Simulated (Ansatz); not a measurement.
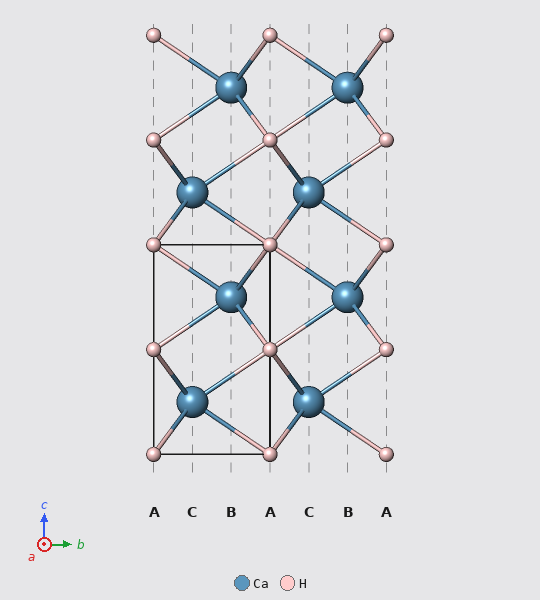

The picture looks along a close-packed row of the hexagonal mesh; c points upwards. The dashed lines mark the three columns A (0, 0), B (1/3, 2/3) and C (2/3, 1/3). The sequence starts with the first layer at or above the cell's origin.

The compound is CaH, taken as the geometry relaxed with DFT PBE, scalar-relativistic, plane waves, PAW (Ansatz); the starting structure was generated, so it need not be a known form of this composition.

**Read off the stacking sequence over one period.**

H(A) – Ca(C) – H(A) – Ca(B) (four layers in 5.80 Å).

**How are the H layers alone stacked?**

H layers alone: AA, a sequence in which some neighbouring layers lie directly above each other.

**Which positions between or in the H layers do the other atoms fill?**

Ca: two trigonal-prismatic sites (per hexagonal cell).
